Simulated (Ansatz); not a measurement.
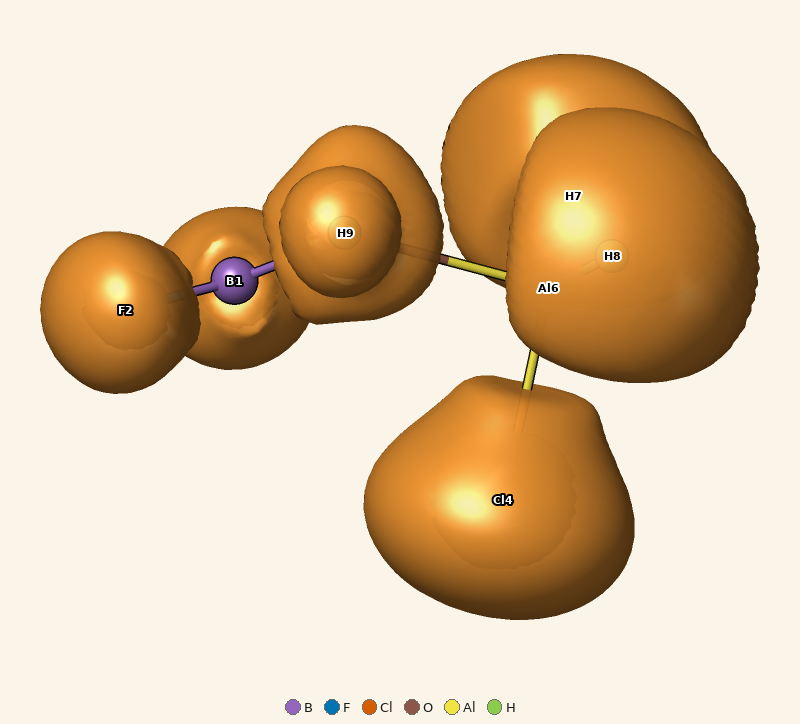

Figure. AlBClF2H3O. Isosurface of the ELF at 0.75 (orange), seen from one side. Only the valence region is drawn (cores and ρ < 0.01 e/Å³ removed).

These are results of Ansatz 0.2.0, RKS PBE0-D4/6-31G*, not measurements.

Input

```
crystal:
  periodic: [false, false, false]
  atoms:
    - { symbol: B, position_ang: [0.093495, 0.179595, -0.051245] }
    - { symbol: F, position_ang: [-0.588526, 0.37386, 1.058664] }
    - { symbol: F, position_ang: [1.357062, 0.486702, -0.134434] }
    - { symbol: Cl, position_ang: [-0.780723, -0.310253, -1.523908] }
    - { symbol: O, position_ang: [0.001327, -2.223263, 0.930038] }
    - { symbol: Al, position_ang: [-0.984892, -2.887997, -0.337198] }
    - { symbol: H, position_ang: [-0.20798, -3.739859, -1.420471] }
    - { symbol: H, position_ang: [-2.563848, -2.770858, -0.182443] }
    - { symbol: H, position_ang: [-0.453915, -1.678427, 1.606798] }
basis:
  gaussian: { orbitals: "6-31G*" }
hamiltonian:
  xc: pbe0
  dispersion: d4
relax:
  f_tol: 0.03
  max_steps: 50
output:
  orbitals: {}
```

Command:

```sh
ansatz run input.yaml --threads 2 --pin off --max-ram 3072MiB --backend cpu --events-out ev --progress --plain --runs-dir out
```

The fields are those of the run's last geometry, not of the input's.

Describe the localisation domains.

The ELF exceeds this value in two regions around hydrogen nuclei, one region on Cl in which the atom's valence shell and bonds are merged, two regions on F in which the atom's valence shell and bonds are merged and one joined region spread over several atoms (H, O), in which their bonds and any lone pairs are merged.

Values along the shortest contacts:
B–F (1.30 Å): the ELF peaks at about 0.85 between the atoms; a polar covalent bond. B–O (1.39 Å): the ELF peaks at about 0.90 between the atoms, as expected for a shared but strongly polarised pair.
